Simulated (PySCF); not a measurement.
Si(Vi)(OH)(OMe)2, C₄H₁₀O₃Si, SMILES C=C[Si](O)(OC)OC at its GFN2-xTB optimised geometry (Å):

```
18

C     -0.5872    -3.4646     2.1303
C     -1.2122    -2.4916     1.4844
Si    -0.5029    -1.5509     0.0000
O     -0.9398    -2.2463    -1.4069
O      1.1207    -1.5509     0.0000
C      1.9727    -0.9925     0.9585
O     -1.0126    -0.0089     0.0000
C     -2.2826     0.4729    -0.3406
H     -1.0192    -3.9749     2.9782
H      0.3948    -3.7969     1.8329
H     -2.1978    -2.2095     1.8379
H     -0.4513    -2.9997    -1.7259
H      1.7892    -1.4325     1.9414
H      2.9980    -1.2017     0.6512
H      1.8239     0.0863     1.0236
H     -2.6367     0.0060    -1.2605
H     -2.2016     1.5509    -0.4833
H     -2.9980     0.2664     0.4590
```

Level of theory: B3LYP/def2-SVP run with PySCF. Cells within 0.4 Å of a nucleus heavier than hydrogen are left out (blank, or x).

Map of the electrostatic potential (hartree/e), clipped to [-0.08, 0.12] on the plane z = 1.2 Å:

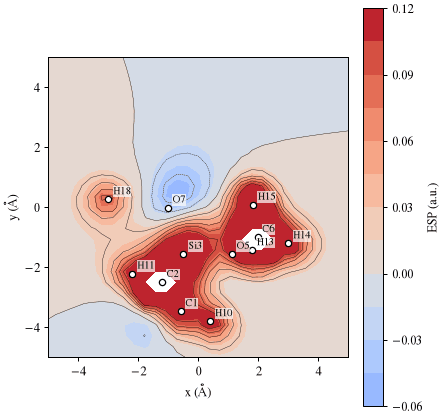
Fig. 1. Electrostatic potential (hartree/e), clipped to [-0.08, 0.12] on the plane z = 1.2 Å.
